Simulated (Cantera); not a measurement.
Charge: 1 mol NiS, a varied amount of H2, 3.4 mol N2, held at 1148.15 K and 10.0 mbar.

Method: chemical equilibrium by Gibbs-energy minimisation in Cantera with the NASA 1993 tables (ideal gas, pure condensed phases). Candidate condensed phases: Ni, NiS, NiS2, Ni3S2, Ni3S4, S; 17 gas species. Gases not in the tables: S3 to S7. Equilibrium is a limit: real reactors are often held back by kinetics, nucleation or transport.

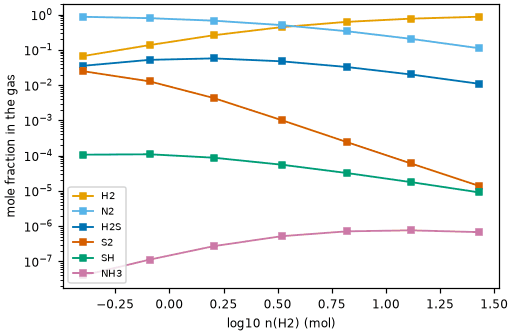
Fig. 1. Equilibrium gas composition (values under 1e-9 drawn at 1e-9)

**Question.** Read off the mole fractions at 27 mol H2.

**Answer.** H2 about 0.88, N2 about 0.11, H2S about 0.011, S2 about 1.4e-5, SH about 9.1e-6, NH3 about 6.8e-7.
